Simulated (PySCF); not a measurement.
# CH₈Si₂, SMILES `[SiH3]C[SiH3]`: electronic structure

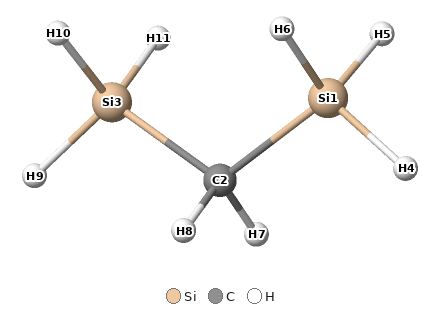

The molecule, with its atoms numbered as below. No frequency check shows the geometry to be a minimum.

Cartesian coordinates (Å):

```
Si1     -1.6062    0.1870    0.0003
C2       0.0000   -0.8250    0.0000
Si3      1.6062    0.1870   -0.0003
H4      -2.7591   -0.7204   -0.0023
H5      -1.6643    1.0294    1.1968
H6      -1.6647    1.0295   -1.1962
H7       0.0001   -1.4822    0.8705
H8      -0.0001   -1.4822   -0.8707
H9       2.7591   -0.7204    0.0022
H10      1.6643    1.0295   -1.1968
H11      1.6647    1.0294    1.1963
```

Part 1: Bonding charge

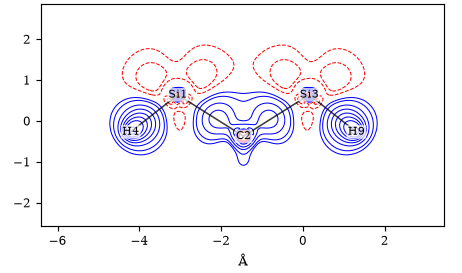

Deformation density (molecule less spherical, spin-averaged free atoms) in the plane of Si1, C2, Si3, H4 and H9; contours at ±0.05 to ±0.8 e/Å³; solid blue lines: gain, dashed red lines: loss.

Method: ωB97X/def2-TZVP; geometry: GFN2-xTB; program: PySCF.

> Describe the bonding that the map shows.

Si1–H4 and Si3–H9: +0.23 e/Å³ at the bond critical point (bond length 1.47 Å, Mayer order 1.0). Si1–C2 and C2–Si3: +0.18 e/Å³ at the bond critical point (bond length 1.90 Å, Mayer order 1.0). In all, 2.8 electrons gather in the regions of gain relative to the promolecule.

> Where do the Hirshfeld charges lie?

The highest Hirshfeld charge is on Si1 and Si3 (+0.33 e), the lowest on C2 (−0.27 e).

Part 2: Bond critical points

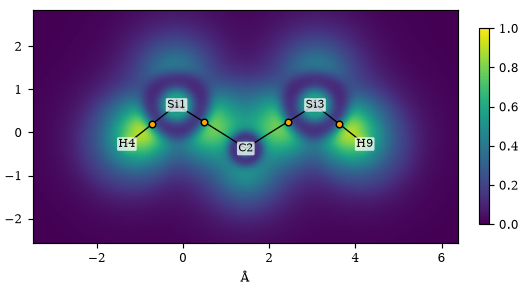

Localised orbital locator (LOL) in the plane of Si1, C2, Si3, H4 and H9, with bond paths and bond critical points (dots).

> What values does LOL take at the bond critical points in this plane?

Si1–C2 and C2–Si3: about 0.42; Si1–H4 and Si3–H9: about 0.42. Values above 0.5 mark slow, localised electrons, as in shared pairs; low values at a critical point mark a polar or closed-shell contact whose critical point lies between the shells.

> Where along Si1–C2 does the critical point lie?

0.74 Å from Si1 and 1.16 Å from C2.

Part 3: Local ionisation energy

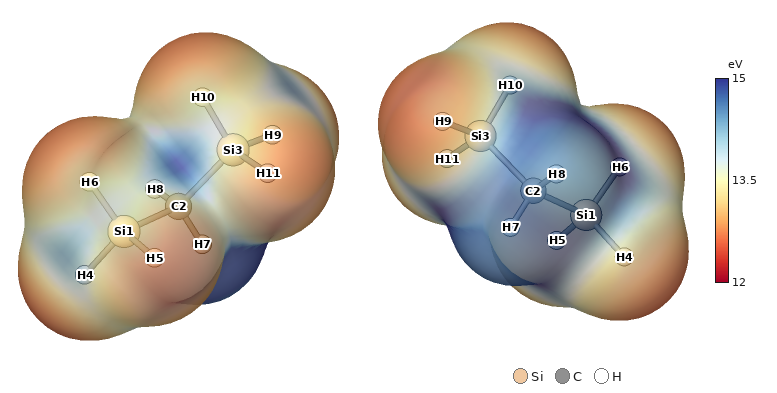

Average local ionisation energy on the surface of electron density 0.001 a.u. (back view left, front view right).

> Locate the minima of the map.

The lowest value is 12.6 eV, 1.5 Å from H9, and at like points elsewhere. For comparison, the highest occupied orbital lies at −11.0 eV.

> What volume does the surface enclose, and what is the dipole moment?

About 129 Å³; the dipole moment is 0.7 D.

Part 4: In an electric field

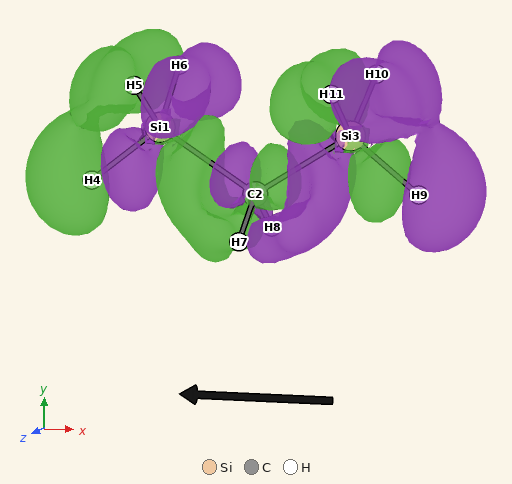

Change of the electron density in a uniform field of 0.21 V/Å along −x (arrow), surfaces at ±0.0015 e/Å³ (purple: gain, green: loss).

Level of theory: ωB97X/def2-TZVP (PySCF), at a geometry from GFN2-xTB. A basis without diffuse functions makes polarisabilities too small.

The field was applied in both directions; the picture shows the one opposite to the script's first.

> How large is the response?

The induced dipole is 0.77 D (along the field); α along this axis, from the fields in both directions, is 76 bohr³ (11.2 Å³).

Part 5: Removing or adding an electron

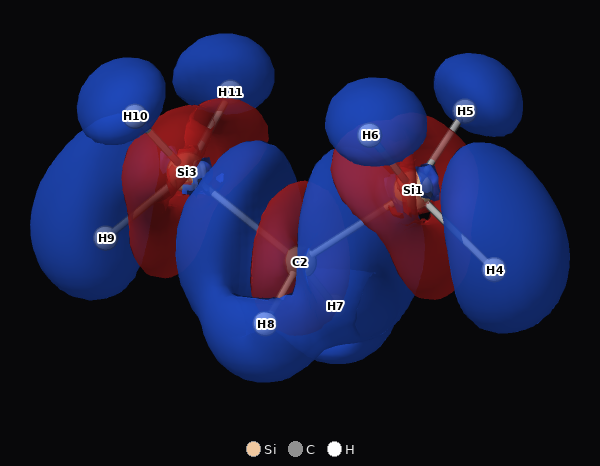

Fukui function f⁻ = ρ(N) − ρ(N−1) at fixed geometry, surfaces at ±0.015 e/Å³ (blue positive, red negative).

Computed with PySCF, ωB97X/def2-TZVP, geometry: GFN2-xTB.

> On which atoms does the density change most on removal of an electron?

f⁻ (Hirshfeld-condensed) is largest on C2 (0.17), Si1 and Si3 (0.15 each) and H4 and H9 (0.10 each); the vertical ionisation energy is 10.86 eV (the stability of the cation's solution wasn't checked). Condensed values hint at sites of electrophilic attack but needn't mark the atom that reacts. Shares this close don't rank the sites. Orbital relaxation makes it negative in places (0.26 e in all).

```csv
atom,f⁻,charge
Si1,+0.15,+0.33
C2,+0.17,−0.27
Si3,+0.15,+0.33
H4,+0.10,−0.08
H5,+0.05,−0.08
H6,+0.05,−0.08
H7,+0.06,+0.05
H8,+0.06,+0.05
H9,+0.10,−0.08
H10,+0.05,−0.08
H11,+0.05,−0.08
```

The PySCF runs shown took 18 s, 43 s and 58 s on 1 thread of Arm Neoverse V2, on a shared host.
